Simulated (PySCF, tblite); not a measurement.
# Cl₂H₄NSi₂ radical, a small gas-phase stand-in for a defect centre (Si site with back bonds [SiH3], Cl, Cl): EPR parameters

Aim: the EPR parameters of `[NH][Si]([SiH3])(Cl)Cl`. It is drawn as: nitrogen radical.

Programs: tblite 0.8.0 and PySCF 2.14.0. All values are calculated, for the isolated system unless a continuum is named. Atoms count from 0, parts from 1.

## (1) Starting point

9 atoms, charge 0, multiplicity 2; geometry: distance geometry start.

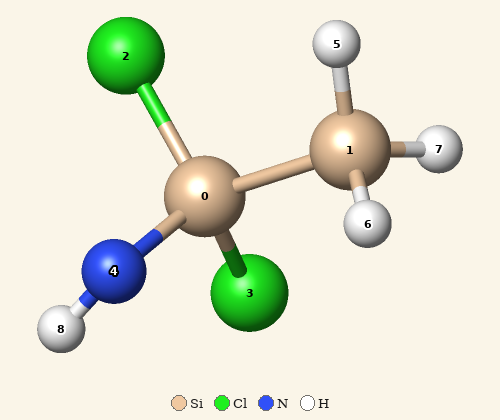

The starting geometry (silicon light orange, chlorine green, nitrogen blue, hydrogen white), atoms numbered.

## (2) Geometry optimisation with GFN2-xTB

Job settings and geometry (Å):

```
{"job": {"kind": "relax", "xc": "GFN2-xTB", "basis": "xTB"}, "charge": 0, "multiplicity": 2}
Si     0.310495     0.820537    -0.443931
Si    -0.767428    -0.757623    -1.595697
Cl    -0.895821     1.424406     1.195058
Cl     2.157077     0.063023     0.249344
N      0.590393     2.266905    -1.556679
H     -2.175489    -0.630884    -1.383182
H     -0.471169    -0.631598    -2.984117
H     -0.354366    -2.015469    -1.124301
H      1.383666     2.915740    -1.450672
```

With the program's defaults for keys left out, this is: GFN2-xTB geometry optimisation, gas phase.

Launch:

```bash
$ OMP_NUM_THREADS=1 python cluster_run.py task.json out
```

This one command runs all jobs of the session in turn.

Log:

```text
step      E/eV     max force
  0    -476.49162    4.705
  1    -476.96653    3.385
  2    -476.89469    8.745
  3    -477.26507    1.570
  4    -477.31946    0.781
  5    -477.35915    0.871
  6    -477.37396    0.768
  7    -477.40556    0.467
  8    -477.42005    0.568
  9    -477.46058    0.769
 10    -477.48119    0.613
 11    -477.50209    0.451
 12    -477.52600    0.753
 13    -477.53378    0.875
 14    -477.55101    0.352
 15    -477.55531    0.161
 16    -477.55842    0.165
 17    -477.56030    0.163
 18    -477.56289    0.146
 19    -477.56503    0.141
 20    -477.56729    0.121
 21    -477.56889    0.181
 22    -477.56979    0.090
 23    -477.57094    0.213
 24    -477.57217    0.190
 25    -477.57386    0.082
 26    -477.57439    0.073
 27    -477.57514    0.088
 28    -477.57547    0.098
 29    -477.57730    0.132
 30    -477.57928    0.151
 31    -477.58132    0.132
 32    -477.58210    0.092
 33    -477.58248    0.080
 34    -477.58298    0.068
 35    -477.58349    0.065
 36    -477.58392    0.057
 37    -477.58417    0.042
 38    -477.58426    0.030
 39    -477.58435    0.030
 40    -477.58448    0.038
 41    -477.58464    0.043
 42    -477.58478    0.038
 43    -477.58488    0.028
 44    -477.58494    0.024
 45    -477.58499    0.022
 46    -477.58505    0.028
 47    -477.58513    0.029
 48    -477.58521    0.018
 49    -477.58526    0.017
 50    -477.58529    0.015
 51    -477.58533    0.017
 52    -477.58540    0.024
 53    -477.58556    0.042
 54    -477.58587    0.066
 55    -477.58637    0.076
 56    -477.58692    0.054
 57    -477.58730    0.049
 58    -477.58750    0.051
 59    -477.58779    0.052
 60    -477.58834    0.058
 61    -477.58914    0.089
 62    -477.58964    0.055
 63    -477.58986    0.071
 64    -477.58998    0.059
 65    -477.59031    0.033
 66    -477.59045    0.030
 67    -477.59083    0.039
 68    -477.59096    0.039
 69    -477.59160    0.054
 70    -477.59225    0.080
 71    -477.59326    0.089
 72    -477.59439    0.083
 73    -477.59493    0.071
 74    -477.59521    0.040
 75    -477.59549    0.037
 76    -477.59561    0.049
 77    -477.59573    0.042
 78    -477.59590    0.033
 79    -477.59609    0.028
 80    -477.59617    0.030
 81    -477.59631    0.048
 82    -477.59640    0.042
 83    -477.59672    0.035
 84    -477.59701    0.053
 85    -477.59733    0.048
 86    -477.59742    0.023
 87    -477.59745    0.010
 88    -477.59745    0.008
 89    -477.59746    0.006
```

Run time: 1.4 s. Hardware: 1 thread of Arm Neoverse V1, shared host.

Along the way:

| step | energy from step 0 (eV) | largest force (eV/Å) |
| --- | --- | --- |
| 0 | 0.0000 | 4.7051 |
| 3 | -0.7734 | 1.5699 |
| 6 | -0.8823 | 0.7685 |
| 9 | -0.9690 | 0.7686 |
| 12 | -1.0344 | 0.7524 |
| 15 | -1.0637 | 0.1612 |
| 18 | -1.0713 | 0.1456 |
| 21 | -1.0773 | 0.1809 |
| 24 | -1.0806 | 0.1894 |
| 27 | -1.0835 | 0.0883 |
| 30 | -1.0877 | 0.1513 |
| 33 | -1.0909 | 0.0802 |
| 36 | -1.0923 | 0.0569 |
| 39 | -1.0927 | 0.0302 |
| 42 | -1.0932 | 0.0376 |
| 45 | -1.0934 | 0.0227 |
| 48 | -1.0936 | 0.0181 |
| 51 | -1.0937 | 0.0171 |
| 54 | -1.0942 | 0.0661 |
| 57 | -1.0957 | 0.0493 |
| 60 | -1.0967 | 0.0575 |
| 63 | -1.0982 | 0.0705 |
| 66 | -1.0988 | 0.0300 |
| 69 | -1.1000 | 0.0544 |
| 72 | -1.1028 | 0.0827 |
| 75 | -1.1039 | 0.0366 |
| 78 | -1.1043 | 0.0332 |
| 81 | -1.1047 | 0.0487 |
| 84 | -1.1054 | 0.0528 |
| 87 | -1.1058 | 0.0096 |
| 89 | -1.1058 | 0.0060 |

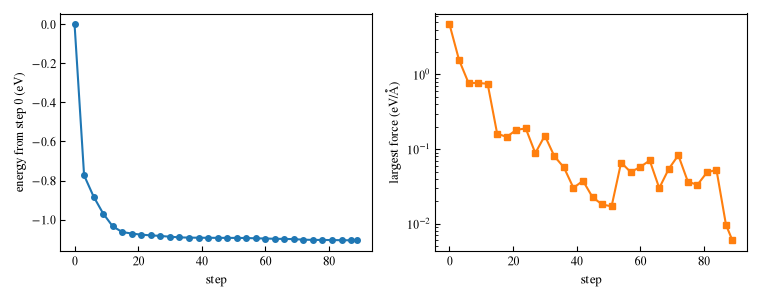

Energy and largest force along the relaxation.

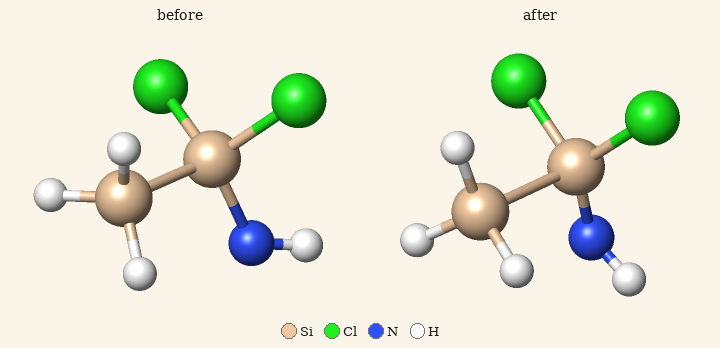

The geometry before (left) and after (right).

Close pairs (by a distance rule), those that changed most:

| bond | before (Å) | after (Å) | change (Å) |
| --- | --- | --- | --- |
| Si0–N4 | 1.846 | 1.632 | -0.214 |
| Si0–Si1 | 2.231 | 2.432 | +0.200 |
| Si0–Cl2 | 2.123 | 2.024 | -0.099 |
| Si0–Cl3 | 2.113 | 2.053 | -0.059 |
| Si1–H7 | 1.405 | 1.461 | +0.056 |
| Si1–H6 | 1.425 | 1.460 | +0.035 |
| Si1–H5 | 1.430 | 1.456 | +0.027 |
| N4–H8 | 1.030 | 1.007 | -0.023 |

## (3) Geometry optimisation at PBE0-D3(BJ)/def2-SVP

Job settings and geometry (Å):

```
{"job": {"xc": "PBE0", "basis": "def2-SVP", "d3": "d3bj", "grid": 2, "kind": "geom", "shake": 0.01}, "charge": 0, "multiplicity": 2}
Si     0.503125     0.599200     0.689159
Si    -0.693852    -1.076650    -0.606743
Cl    -0.655681     0.634677     2.363463
Cl     2.255972    -0.369025     1.125212
N      0.326754     2.002144    -0.177385
H     -2.031564    -0.557342    -0.865299
H      0.093914    -1.256287    -1.829879
H     -0.707859    -2.297960     0.176676
H      0.953439     2.298095    -0.883754
```

Log:

```text
step   0  E = -1555.46578108  max force = 0.033106
step   1  E = -1555.47518087  max force = 0.013804
step   2  E = -1555.47623761  max force = 0.009044
step   3  E = -1555.47713546  max force = 0.001747
step   4  E = -1555.47721096  max force = 0.000960
step   5  E = -1555.47724396  max force = 0.000308
step   6  E = -1555.47724862  max force = 0.000219
optimisation converged
```

Wall time 97 s (1 thread of Arm Neoverse V1, shared host); peak memory 0.55 GiB.

Relaxation path:

| step | energy from step 0 (eV) | largest force component (eV/Å) |
| --- | --- | --- |
| 0 | 0.0000 | 1.7024 |
| 1 | -0.2558 | 0.7098 |
| 2 | -0.2845 | 0.4651 |
| 3 | -0.3090 | 0.0898 |
| 4 | -0.3110 | 0.0494 |
| 5 | -0.3119 | 0.0158 |
| 6 | -0.3120 | 0.0113 |

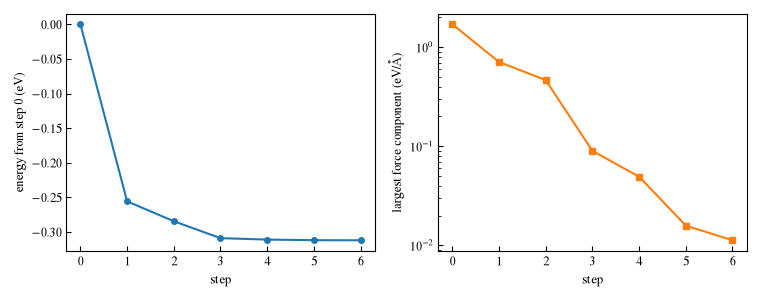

Energy and largest force along the relaxation.

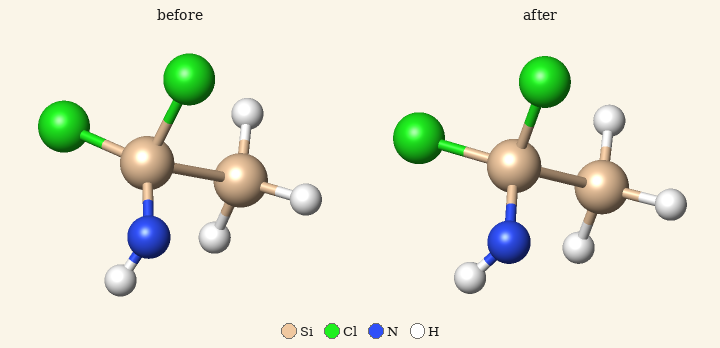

The geometry before (left) and after (right).

Close pairs (by a distance rule), those that changed most:

| bond | before (Å) | after (Å) | change (Å) |
| --- | --- | --- | --- |
| Si0–Si1 | 2.433 | 2.342 | -0.091 |
| Si0–N4 | 1.658 | 1.735 | +0.077 |
| Si1–H7 | 1.451 | 1.493 | +0.042 |
| N4–H8 | 0.990 | 1.028 | +0.038 |
| Si1–H5 | 1.458 | 1.491 | +0.033 |
| Si1–H6 | 1.466 | 1.493 | +0.027 |
| Si0–Cl3 | 2.049 | 2.074 | +0.025 |
| Si0–Cl2 | 2.037 | 2.059 | +0.022 |

The next job starts from the end point, and lists it.

| at the end point | value |
| --- | --- |
| point group (found at 0.08 Å tolerance) | C1 |
| rotational constants (GHz, main isotopes) | 1.754, 1.607, 1.187 |
| dipole moment (D) | 1.83 |
| ⟨S²⟩ | 0.755 |

## (4) g tensor and hyperfine couplings: B3LYP/IGLO-III+pcH-1

Job settings and geometry (Å):

```
{"job": {"kind": "epr"}, "charge": 0, "multiplicity": 2}
Si     0.387065     0.504948     0.687500
Si    -0.709882    -1.082606    -0.640398
Cl    -0.614912     0.727775     2.472178
Cl     2.308210    -0.156968     1.104892
N      0.317979     2.014033    -0.166592
H     -2.106398    -0.630572    -0.903510
H      0.031274    -1.240381    -1.926847
H     -0.715039    -2.375207     0.105943
H      1.145893     2.215799    -0.741586
```

With the program's defaults for keys left out, this is: UKS B3LYP, IGLO-III on Cl N Si, pcH-1 on H, non-relativistic, mean-field spin-orbit, GIAO.

Log:

```text
UKS, coarse grid
  cycle   1  E = -1556.62873231  |g| = 4.31e-01
  cycle   2  E = -1556.41839345  |g| = 7.75e-01
  cycle   3  E = -1556.72330935  |g| = 8.07e-02
  cycle   4  E = -1556.72553787  |g| = 7.21e-02
  cycle   5  E = -1556.72814726  |g| = 1.73e-02
  cycle   6  E = -1556.72842786  |g| = 8.72e-03
  cycle   7  E = -1556.72851276  |g| = 2.67e-03
  cycle   8  E = -1556.72853500  |g| = 1.50e-03
  cycle   9  E = -1556.72854603  |g| = 1.05e-03
  cycle  10  E = -1556.72855461  |g| = 4.71e-04
UKS, final grid
  cycle   1  E = -1556.72855096  |g| = 3.60e-04
  cycle   2  E = -1556.72855131  |g| = 3.54e-04
  cycle   3  E = -1556.72855145  |g| = 1.83e-04
  cycle   4  E = -1556.72855168  |g| = 1.60e-04
  cycle   5  E = -1556.72855175  |g| = 3.85e-05
  cycle   6  E = -1556.72855176  |g| = 1.49e-05
E = -1556.72855176 Eh   <S^2> = 0.7547 (exact 0.7500)
g shifts (ppm)      1          2          3
  rmc          -201       -201       -201
  gc             17         11         35
  oz_so        -675       1089       5799
  total        -859        901       5634
hyperfine (MHz)  atom isotope    a_iso     a_fc   dipolar eigenvalues
    0  29Si      27.42      27.46     -5.39     -0.02      5.42
    1  29Si     -47.22     -47.31    -15.62      7.22      8.40
    2  35Cl       5.68       5.48     -4.51     -4.09      8.60
    3  35Cl       2.31       2.18     -2.43     -2.32      4.75
    4   14N      25.54      25.42    -39.64    -38.82     78.45
    5    1H      -3.06      -3.06     -2.14     -1.00      3.14
    6    1H      -4.01      -4.01     -2.16     -1.02      3.18
    7    1H      35.69      35.68     -1.66     -0.31      1.97
    8    1H     -54.41     -54.59    -48.50     -8.05     56.54
```

It took 83 s on 1 thread of Arm Neoverse V1, shared host; peak memory 0.91 GiB.

Principal g values 2.00146, 2.00322, 2.00795; g(iso) = 2.00421, against 2.00232 for a free electron.

Hyperfine couplings, nucleus by nucleus at this fixed geometry (no averaging over rotations):

| nuclei | isotope | a(iso) (MHz) | a(iso) (G, at g = 2.0023) | largest dipolar term (MHz) |
| --- | --- | --- | --- | --- |
| H8 | 1H | -54.4 | -19.4 | 56.5 |
| Si1 | 29Si | -47.2 | -16.8 | -15.6 |
| H7 | 1H | 35.7 | 12.7 | 2.0 |
| Si0 | 29Si | 27.4 | 9.8 | 5.4 |
| N4 | 14N | 25.5 | 9.1 | 78.5 |
| Cl2 | 35Cl | 5.7 | 2.0 | 8.6 |
| H6 | 1H | -4.0 | -1.4 | 3.2 |
| H5 | 1H | -3.1 | -1.1 | 3.1 |
| Cl3 | 35Cl | 2.3 | 0.8 | 4.7 |

Mulliken spin populations:

| atom | value (e) |
| --- | --- |
| Si0 | 0.00 |
| Si1 | 0.05 |
| Cl2 | 0.02 |
| Cl3 | 0.01 |
| N4 | 0.95 |
| H5 | 0.00 |
| H6 | 0.00 |
| H7 | 0.02 |
| H8 | -0.03 |

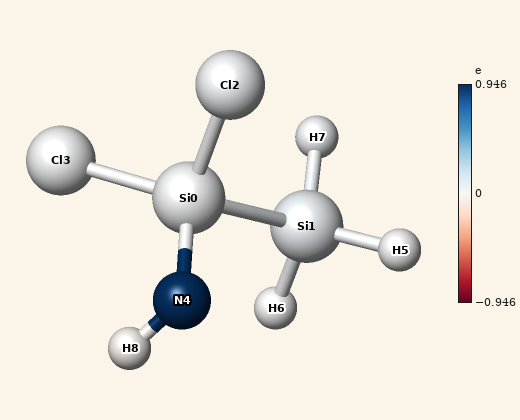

Mulliken spin populations, as colours on the atoms.

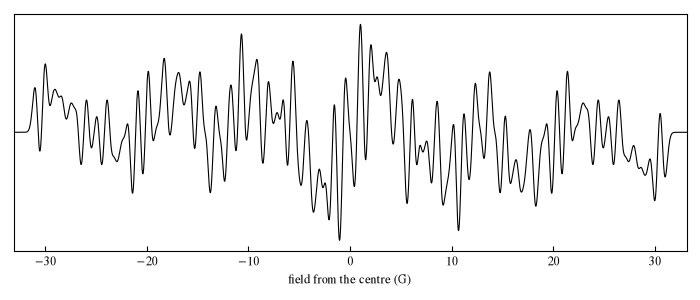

First-order isotropic spectrum (first derivative, main isotopes with spin only, couplings over 0.8 MHz, Gaussian width 0.3 G; couplings of the frozen geometry, rotation of groups not averaged beyond the rows shown).

Orbitals, density, ELF and potential are computed afterwards from the orbital file.

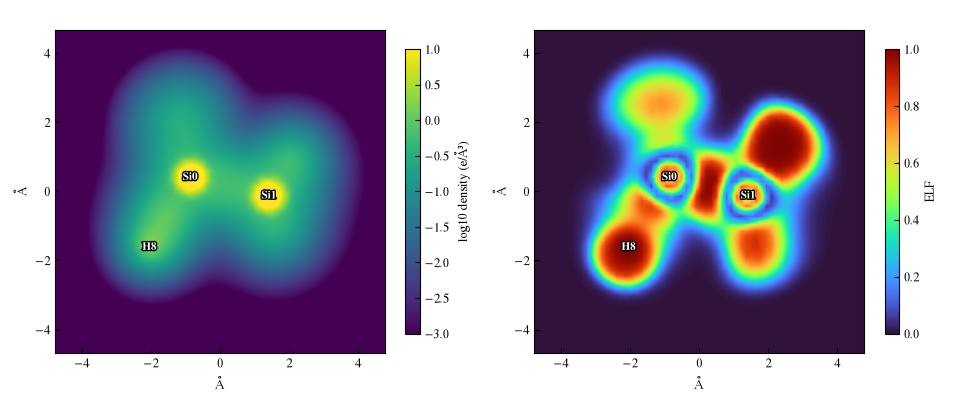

Density (left) and ELF (right) in a plane through or near 3 of the atoms.

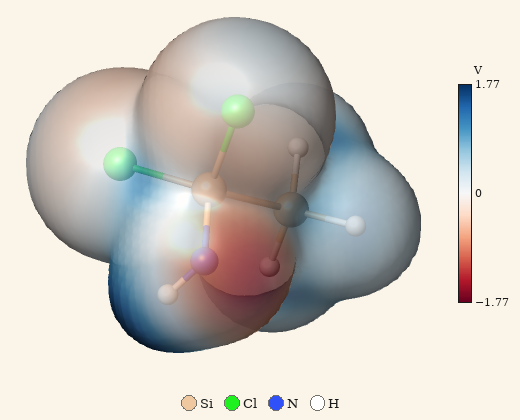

Electrostatic potential on the surface of density 0.002 e/bohr³; red is low, blue high. It runs from -1.16 V near N4 to 1.77 V near H8.

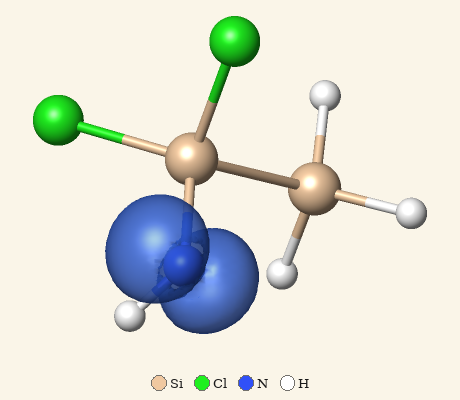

Spin density at ±0.07 e/Å³ (alpha excess blue, beta excess red).

## (5) g tensor and hyperfine couplings: BHandHLYP/IGLO-III+pcH-1

The job, as its differences from that of step 4:

```diff
@@ -1,2 +1,2 @@
-{"job": {"kind": "epr"}, "charge": 0, "multiplicity": 2}
+{"job": {"kind": "epr", "xc": "BHandHLYP"}, "charge": 0, "multiplicity": 2}
 Si     0.387065     0.504948     0.687500
```

With the program's defaults for keys left out, this is: UKS BHandHLYP, IGLO-III on Cl N Si, pcH-1 on H, non-relativistic, mean-field spin-orbit, GIAO.

Log:

```text
UKS, coarse grid
  cycle   1  E = -1556.51482274  |g| = 3.83e-01
  cycle   2  E = -1556.51054797  |g| = 4.64e-01
  cycle   3  E = -1556.61547436  |g| = 5.26e-02
  cycle   4  E = -1556.61980889  |g| = 3.45e-02
  cycle   5  E = -1556.62133732  |g| = 1.60e-02
  cycle   6  E = -1556.62189181  |g| = 6.68e-03
  cycle   7  E = -1556.62205463  |g| = 4.47e-03
  cycle   8  E = -1556.62215253  |g| = 3.09e-03
  cycle   9  E = -1556.62222876  |g| = 2.11e-03
  cycle  10  E = -1556.62227012  |g| = 1.31e-03
  cycle  11  E = -1556.62228865  |g| = 7.00e-04
  cycle  12  E = -1556.62229328  |g| = 3.25e-04
UKS, final grid
  cycle   1  E = -1556.62229159  |g| = 2.72e-04
  cycle   2  E = -1556.62229166  |g| = 2.58e-04
  cycle   3  E = -1556.62229171  |g| = 9.71e-05
  cycle   4  E = -1556.62229178  |g| = 6.12e-05
  cycle   5  E = -1556.62229180  |g| = 4.19e-05
  cycle   6  E = -1556.62229182  |g| = 2.50e-05
  cycle   7  E = -1556.62229183  |g| = 1.10e-05
E = -1556.62229183 Eh   <S^2> = 0.7562 (exact 0.7500)
g shifts (ppm)      1          2          3
  rmc          -201       -201       -201
  gc              6         19         34
  oz_so        -400        760       6564
  total        -595        579       6398
hyperfine (MHz)  atom isotope    a_iso     a_fc   dipolar eigenvalues
    0  29Si      41.75      41.82     -4.40     -0.90      5.30
    1  29Si     -41.64     -41.71    -11.37      5.03      6.34
    2  35Cl       5.29       5.19     -3.60     -3.01      6.60
    3  35Cl       2.01       1.95     -1.95     -1.62      3.57
    4   14N      34.76      34.65    -40.50    -39.69     80.19
    5    1H      -3.17      -3.17     -2.02     -1.15      3.17
    6    1H      -4.02      -4.02     -2.04     -1.16      3.19
    7    1H      27.82      27.81     -1.41     -0.39      1.80
    8    1H     -64.54     -64.72    -51.16     -8.51     59.68
```

It took 82 s on 1 thread of Arm Neoverse V1, shared host; peak memory 0.92 GiB.

In short: g(iso) 2.00445.

## (6) Comparing the runs: EPR parameters

g, ⟨S²⟩ and isotropic hyperfine couplings (MHz), with basis size and wall time:

| run | g(iso) | ⟨S²⟩ | 1H H8 | 29Si Si1 | 1H H7 | 29Si Si0 | 14N N4 | functions | time |
| --- | --- | --- | --- | --- | --- | --- | --- | --- | --- |
| B3LYP/IGLO-III+pcH-1 | 2.00421 | 0.755 | -54.4 | -47.2 | 35.7 | 27.4 | 25.5 | 251 | 83 s |
| BHandHLYP/IGLO-III+pcH-1 | 2.00445 | 0.756 | -64.5 | -41.6 | 27.8 | 41.8 | 34.8 | 251 | 82 s |

## (7) Results

```
                                                                  quantity                 value
                                                               point group                    C1
                                      rotational constants (main isotopes)  1.75, 1.61, 1.19 GHz
                                                            g(iso) (B3LYP)               2.00421
                                                                      ⟨S²⟩    0.755 (exact 0.75)
                                                            largest a(iso)   1H on H8, -54.4 MHz
potential on the surface of density 0.002 e/bohr³, 1st and 99th percentile    -1.16 V and 1.77 V
```

In words: The start of the PBE0/def2-SVP relaxation was shaken at random by about 0.01 Å, so part of the energy gained, and of the first lengths quoted, undoes that. Relaxing lowered the energy by 0.312 eV in 6 steps; the close pair that moved most is Si0–Si1, from 2.433 to 2.342 Å (PBE0/def2-SVP). Most of the unpaired spin sits on N4 (0.95 e). The isotropic g lies 1.9 ppt above the free-electron value. The coupling of 1H on H8 runs from -64.5 (BHandHLYP/IGLO-III+pcH-1) to -54.4 MHz (B3LYP/IGLO-III+pcH-1).
